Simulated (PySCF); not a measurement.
NMR shielding calculation, with input and output: C$_{4}$H$_{9}$FOSi$_{2}$

The run: NMR shielding calculation of C$_{4}$H$_{9}$FOSi$_{2}$. Method and program: GIAO PBE0/pcSseg-1 NMR shielding, non-relativistic, gas phase (PySCF 2.14.0).

The geometry comes from this level: GFN2-xTB. It belongs to a series of runs on one base structure; here: H on Si replaced by CH2SiH3. Figures and captions count atoms from 1; the log counts them from 0 in places.

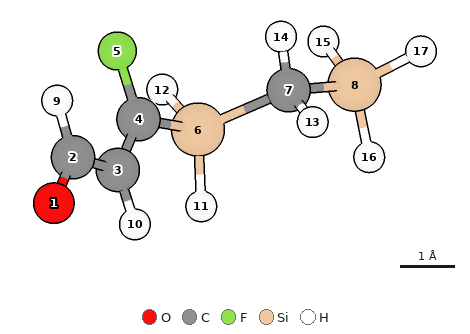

The input geometry (ball-and-stick view, seen at a tilt; atoms are numbered from 1 in the order of the input). Bond lengths as drawn: C–C 1.34 to 1.46 Å, C–F 1.35 Å, C–H 1.08 to 1.11 Å, C–O 1.21 Å, C–Si 1.89 to 1.91 Å and H–Si 1.46 Å.

### Key numbers

| quantity | value |
| --- | --- |
| outcome | converged |
| total energy | −911.194008 hartree |
| HOMO | −7.43 eV |
| LUMO | −2.02 eV |
| dipole moment | 3.81 D |
| isotropic shielding, O | −373.6 ppm |
| isotropic shielding, C | −9.6 to 198.3 ppm |
| isotropic shielding, F | 266.8 ppm |
| isotropic shielding, Si | 392.4 to 423.1 ppm |
| isotropic shielding, H | 21.2 to 31.6 ppm |
| hardware | 1 CPU thread, shared host |
| wall time | 61 s |
| peak memory | 0.85 GiB |

### Input file
```
{"job": {"kind": "nmr", "xc": "PBE0", "basis": "pcSseg-1"}, "charge": 0, "multiplicity": 1}
O      4.721017     0.402264    -0.546072
C      3.773572     0.172794     0.163991
C      2.441543    -0.174711    -0.320262
C      1.392973    -0.442126     0.465035
F      1.557695    -0.385869     1.804451
Si    -0.389389    -0.875098    -0.057143
C     -1.452262     0.657466     0.277149
Si    -3.323053     0.406511     0.017768
H      3.860247     0.211262     1.265682
H      2.305300    -0.220992    -1.389574
H     -0.332360    -1.226246    -1.476344
H     -0.784668    -2.015329     0.771772
H     -1.116583     1.471970    -0.366688
H     -1.281501     0.993406     1.301022
H     -3.794308    -0.674508     0.883377
H     -3.565126     0.060684    -1.383115
H     -4.020096     1.650552     0.352159
```

The first line tells a small driver script what to run in PySCF; the rest is the geometry in Å.

Launched with:
```bash
OMP_NUM_THREADS=1 python <driver script> task.json out
```

### The program's output
```
coarse grid: 15344 points
cycle   1  E = -910.9681339491  dE =  8.209e-01  |g| = 8.936e-01  |ddm| = 3.714e+00
cycle   2  E = -910.4369479392  dE =  5.312e-01  |g| = 1.817e+00  |ddm| = 3.167e+00
cycle   3  E = -911.1208733067  dE = -6.839e-01  |g| = 2.129e-01  |ddm| = 2.647e+00
cycle   4  E = -911.1291349632  dE = -8.262e-03  |g| = 9.975e-02  |ddm| = 2.684e-01
cycle   5  E = -911.1309180227  dE = -1.783e-03  |g| = 2.311e-02  |ddm| = 8.815e-02
cycle   6  E = -911.1310223945  dE = -1.044e-04  |g| = 7.991e-03  |ddm| = 2.447e-02
cycle   7  E = -911.1310347170  dE = -1.232e-05  |g| = 2.303e-03  |ddm| = 7.649e-03
cycle   8  E = -911.1310356683  dE = -9.513e-07  |g| = 9.585e-04  |ddm| = 2.669e-03
final grid: 139848 points
cycle   9  E = -911.1939793133  dE = -1.362e-05  |g| = 1.190e-02  |ddm| = 2.471e-02
cycle  10  E = -911.1938930947  dE =  8.622e-05  |g| = 2.408e-02  |ddm| = 3.046e-02
cycle  11  E = -911.1940074134  dE = -1.143e-04  |g| = 1.786e-03  |ddm| = 2.192e-02
cycle  12  E = -911.1940080967  dE = -6.833e-07  |g| = 3.374e-04  |ddm| = 1.648e-03
cycle  13  E = -911.1940081169  dE = -2.019e-08  |g| = 1.287e-04  |ddm| = 3.787e-04
cycle  14  E = -911.1940081195  dE = -2.622e-09  |g| = 3.241e-05  |ddm| = 1.143e-04
cycle  15  E = -911.1940081197  dE = -1.814e-10  |g| = 1.360e-05  |ddm| = 3.983e-05
```

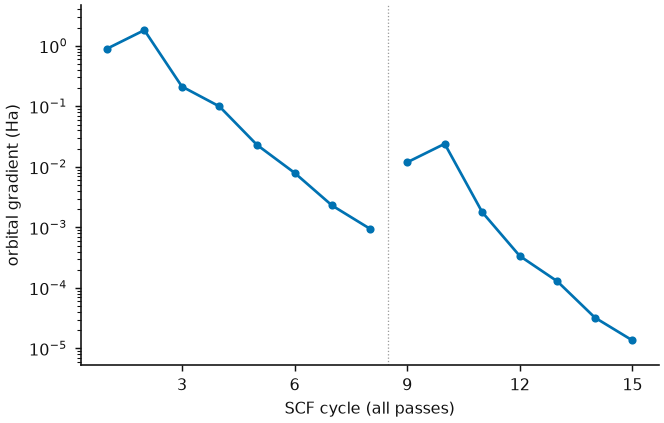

Convergence of the self-consistent field: orbital gradient against the SCF cycle. The dotted line marks the change from a coarse to the final integration grid. The first 8 cycles use a coarse grid, the final grid takes over at cycle 9, and the field converges after 15 cycles in all.

```
converged SCF energy = -911.1940081197

GIAO shielding tensors (ppm)
atom      isotropic    diamagn.    paramagn.     s11        s22        s33       span
  0 O     -373.563     392.000    -765.563  -1090.446   -419.314    389.071   1479.517
  1 C       -3.313     246.438    -249.751    -91.853    -26.194    108.109    199.962
  2 C       56.361     258.587    -202.226    -49.941     88.604    130.419    180.361
  3 C       -9.600     259.802    -269.403   -117.011     17.189     71.021    188.031
  4 F      266.847     475.065    -208.218    130.527    210.777    459.238    328.710
  5 Si     392.420     882.760    -490.341    366.673    394.082    416.504     49.831
  6 C      198.266     259.969     -61.703    194.622    198.247    201.929      7.308
  7 Si     423.098     878.582    -455.485    398.604    405.222    465.467     66.863
  8 H       21.248      27.176      -5.929     18.606     20.734     24.402      5.796
  9 H       25.931      33.953      -8.022     22.212     24.992     30.590      8.379
 10 H       27.336      31.446      -4.110     23.765     26.198     32.045      8.280
 11 H       27.171      30.395      -3.224     23.804     26.001     31.709      7.904
 12 H       31.596      34.146      -2.550     26.197     29.515     39.074     12.877
 13 H       31.354      33.363      -2.009     25.470     29.821     38.771     13.301
 14 H       27.742      27.975      -0.233     24.199     26.200     32.826      8.627
 15 H       27.761      28.116      -0.356     24.195     26.153     32.935      8.740
 16 H       27.473      27.503      -0.030     23.855     25.187     33.377      9.522
```

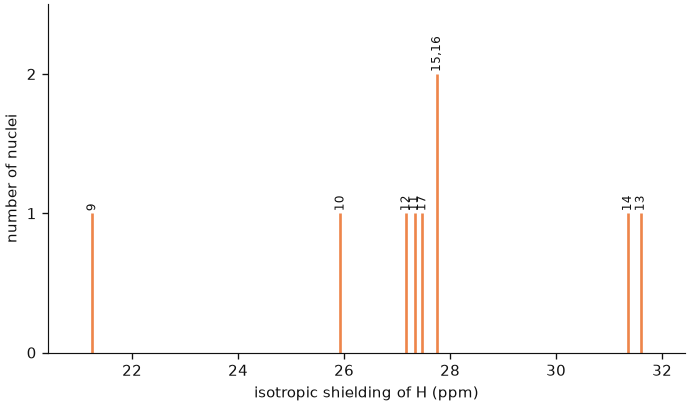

Isotropic shieldings of the hydrogen nuclei in this fixed geometry, labelled by atom number; shielding grows to the right, so chemical shift grows to the left. The least shielded is H9 (21.2 ppm), the most shielded H13 (31.6 ppm).

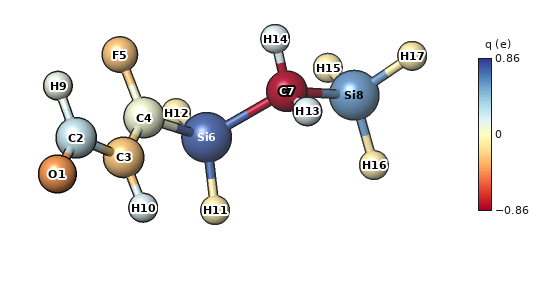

IAO charges, as the colour of each atom (ball-and-stick view, seen at a tilt; atoms are numbered from 1 in the order of the input). By element: O −0.39, C −0.82 to +0.25, F −0.26, Si +0.61 to +0.76 and H −0.12 to +0.17 e.
